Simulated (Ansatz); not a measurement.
# ClFH₂NSi radical: basis-set convergence

Aim: see how fast density functionals and correlated methods converge with the basis set for ClFH₂NSi radical.

The runs use Ansatz 0.2.0, Gaussian basis; one geometry, several basis sets.

The runs, in order: PBE0-D4/def2-SVP; ωB97M-V/def2-SVP; PBE0-D4/def2-QZVPP; ωB97M-V/def2-QZVPP; CCSD(T)/cc-pV(D+d)Z; CCSD(T)/cc-pV(T+d)Z; CCSD(T)/cc-pV(Q+d)Z; the functionals' def2-TZVPP values are taken from earlier runs.

## (1) Structure used throughout

The geometry comes from an earlier relaxation with PBE0-D4 in a triple-zeta def2 set; it is a stationary point.

SMILES `[NH][SiH](F)Cl`, 6 atoms, charge 0, spin multiplicity 2.

Atoms are counted from 1 here; the program's logs count them from 0.

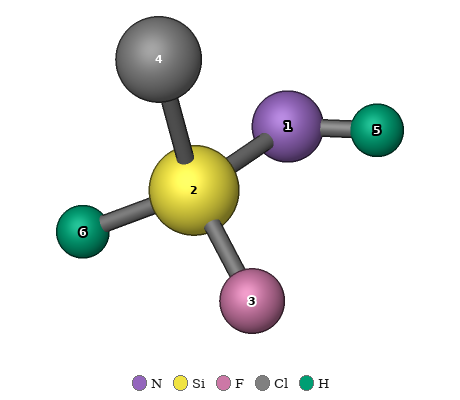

The geometry (nitrogen purple, silicon yellow, fluorine pink, chlorine grey, hydrogen teal); atoms are numbered from 1 in the order of the file.

## (2) PBE0-D4 in def2-SVP

in.yaml reads:

```yaml
crystal:
  periodic: [false, false, false]
  atoms:
    - {symbol: N, position_ang: [-1.023899, 0.843182, -0.329031]}
    - {symbol: Si, position_ang: [0.175546, -0.378211, -0.094821]}
    - {symbol: F, position_ang: [1.655869, 0.121918, -0.389902]}
    - {symbol: Cl, position_ang: [0.051606, -0.918728, 1.864394]}
    - {symbol: H, position_ang: [-0.727290, 1.801043, -0.134026]}
    - {symbol: H, position_ang: [-0.089832, -1.533202, -0.962813]}
basis:
  gaussian: {orbitals: def2-SVP}
magnetization: {spin_polarized: true, initial_magnetization: 1}
hamiltonian: {xc: pbe0, dispersion: d4}
output: {orbitals: {seedname: orbitals}}
```

Run with:

```console
ansatz run in.yaml --threads 2 --pin off --events-out ev --progress --plain --max-ram 32768MiB --backend cpu
```

After this run come: ωB97M-V in def2-SVP; PBE0-D4 in def2-QZVPP; ωB97M-V in def2-QZVPP; CCSD(T) in cc-pV(D+d)Z; CCSD(T) in cc-pV(T+d)Z; CCSD(T) in cc-pV(Q+d)Z.

Before running them: what should the planned runs give, taken together? Wanted: MP2 correlation recovered, cc-pV(D+d)Z; MP2 correlation recovered, cc-pV(T+d)Z; MP2 correlation recovered, cc-pV(Q+d)Z; CCSD(T) limit from def2 sets; PBE0-D4: double and triple zeta above quadruple; ωB97M-V: double and triple zeta above quadruple.

As calculated:

```
                                                                 quantity           value
                                   MP2 correlation recovered, cc-pV(D+d)Z          65.4 %
                                   MP2 correlation recovered, cc-pV(T+d)Z          86.4 %
                                   MP2 correlation recovered, cc-pV(Q+d)Z          94.4 %
CCSD(T) limit from def2 sets (earlier runs) less the limit of this series         -65 meV
                          PBE0-D4: double and triple zeta above quadruple  13.60, 0.89 eV
                          ωB97M-V: double and triple zeta above quadruple  13.63, 0.84 eV
```

PBE0-D4 gains 12.71 eV from double to triple zeta, then 0.89 eV more. Correlation climbs from 65 % (cc-pV(D+d)Z) to 94 % (cc-pV(Q+d)Z) of the limit; Hartree-Fock is 0.177 eV from its own by then. A limit from the def2 sets, made apart, differs by 65 meV, a least measure of the doubt on such a limit. Total energies overstate the basis error of differences, where much of it tends to cancel.
